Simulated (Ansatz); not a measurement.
Consider AlN in the zinc blende structure (space group F-43m, No. 216; a = 4.378 Å).

One thing is altered: every lattice vector is stretched by 0.50 %, atoms relaxed at fixed cell.

Calculations: Ansatz (a program for electronic structure) PBEsol, without spin-orbit coupling.

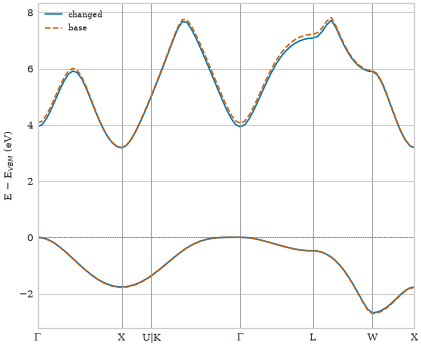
*Highest valence and lowest conduction band along the path, each from its own valence-band maximum*

Problem. Read the changed gap and its character from the plot.

Solution. About 3.2 eV, indirect, Γ → X.

The cells carry an imposed strain or load. No phonon test of stability was made. This is not the structure that AlN has at room temperature and ambient pressure.
